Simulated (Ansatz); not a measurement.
# CH₃InO (SMILES O=[CH][InH2]): functionals against CCSD(T) at one geometry

A test off equilibrium: a structure displaced at random from a GFN2-xTB minimum is computed at several levels, and each is set against CCSD(T).

Program: Ansatz 0.2.0, Gaussian basis. Level of theory: single points in def2-TZVPP. These are calculated values, not measurements.

Correlated methods freeze the cores. Filled d shells of the heavier atoms are correlated. Core potentials replace the inner electrons past krypton, and spin-orbit coupling is left out.

### Step 1. Starting geometry

SMILES `O=[CH][InH2]`, 6 atoms, charge 0, spin multiplicity 1.

Atoms are counted from 1 here; the program's logs count them from 0.

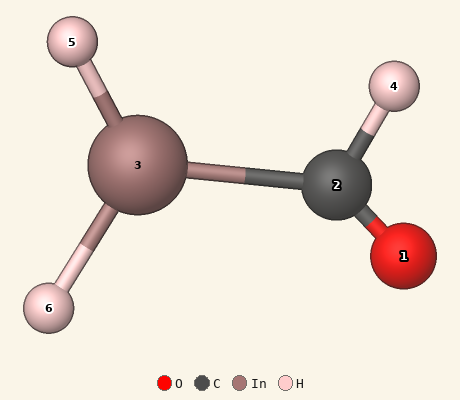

Start geometry, drawn with oxygen red, carbon dark grey, indium brown, hydrogen pink; atoms are numbered from 1 in the order of the file.

As a file:

```xyz
6

O    -0.5018   -2.0441    0.8814
C    -0.3000   -1.2381    0.0850
In    0.2484    1.0492   -0.0435
H    -0.1428   -1.8790   -1.1139
H     0.7770    1.8262   -1.4657
H     0.3212    2.0045    1.6858
```

### Step 2. CCSD(T)/def2-TZVPP

run/in.yaml

```yaml
crystal:
  periodic: [false, false, false]
  atoms:
    - {symbol: O, position_ang: [-0.501800, -2.044100, 0.881400]}
    - {symbol: C, position_ang: [-0.300000, -1.238100, 0.085000]}
    - {symbol: In, position_ang: [0.248400, 1.049200, -0.043500]}
    - {symbol: H, position_ang: [-0.142800, -1.879000, -1.113900]}
    - {symbol: H, position_ang: [0.777000, 1.826200, -1.465700]}
    - {symbol: H, position_ang: [0.321200, 2.004500, 1.685800]}
basis:
  gaussian: {orbitals: def2-TZVPP}
correlation: {method: ccsd_t}
output: {forces: true}
```

No record of the launch command was kept for these runs.

### Step 3. PBE0-D4/def2-TZVPP

Changes to run/in.yaml since step 2:

```diff
@@ -11,3 +11,3 @@
   gaussian: {orbitals: def2-TZVPP}
-correlation: {method: ccsd_t}
-output: {forces: true}
+hamiltonian: {xc: pbe0, dispersion: d4}
+output: {forces: true, orbitals: {seedname: orbitals}}
```

### Step 4. wB97M-V/def2-TZVPP

Changes to run/in.yaml since step 3:

```diff
@@ -11,3 +11,3 @@
   gaussian: {orbitals: def2-TZVPP}
-hamiltonian: {xc: pbe0, dispersion: d4}
-output: {forces: true, orbitals: {seedname: orbitals}}
+hamiltonian: {xc: {name: wB97M-V}}
+output: {forces: true}
```

### Step 5. r2SCAN-D4/def2-TZVPP

Changes to run/in.yaml since step 4:

```diff
@@ -11,3 +11,3 @@
   gaussian: {orbitals: def2-TZVPP}
-hamiltonian: {xc: {name: wB97M-V}}
+hamiltonian: {xc: r2scan, dispersion: d4}
 output: {forces: true}
```

### Step 6. PBE-D4/def2-TZVPP

Changes to run/in.yaml since step 5:

```diff
@@ -11,3 +11,3 @@
   gaussian: {orbitals: def2-TZVPP}
-hamiltonian: {xc: r2scan, dispersion: d4}
+hamiltonian: {xc: pbe, dispersion: d4}
 output: {forces: true}
```

### Step 7. BHLYP-D4/def2-TZVPP

Changes to run/in.yaml since step 6:

```diff
@@ -11,3 +11,3 @@
   gaussian: {orbitals: def2-TZVPP}
-hamiltonian: {xc: pbe, dispersion: d4}
+hamiltonian: {xc: {name: BHLYP}, dispersion: d4}
 output: {forces: true}
```

### Step 8. CAM-B3LYP-D4/def2-TZVPP

Changes to run/in.yaml since step 7:

```diff
@@ -11,3 +11,3 @@
   gaussian: {orbitals: def2-TZVPP}
-hamiltonian: {xc: {name: BHLYP}, dispersion: d4}
+hamiltonian: {xc: {name: CAM-B3LYP}, dispersion: d4}
 output: {forces: true}
```

(Steps that only read results are left out.)

Q: Predict the outcome of this session. Wanted: energy less free atoms, CCSD(T)/def2-TZVPP; RMS force component; RMS force error; HOMO and LUMO, PBE0-D4; T1 diagnostic.

As calculated:

| quantity | value |
| --- | --- |
| energy less free atoms, CCSD(T)/def2-TZVPP | -16.881 eV |
| RMS force component | 1.785 to 2.188 eV/Å over the methods |
| RMS force error | PBE0-D4 0.443, wB97M-V 0.329, r2SCAN-D4 0.386, PBE-D4 0.225, BHLYP-D4 0.713, CAM-B3LYP-D4 0.456 eV/Å |
| HOMO and LUMO, PBE0-D4 | -6.18 and -2.61 eV |
| T1 diagnostic | 0.018 |

Against CCSD(T) the functionals' energies less atoms differ by -1.211 to +0.475 eV, PBE-D4 by -1.211 eV. The reference is not at the basis limit: in triple zeta CCSD(T) underbinds, which counts against methods that bind more; the gaps are no ranking. For forces PBE-D4 does best and BHLYP-D4 worst. Frozen-core CCSD(T) forces in triple zeta carry basis errors of their own, and this is one geometry, so small gaps rank nothing.
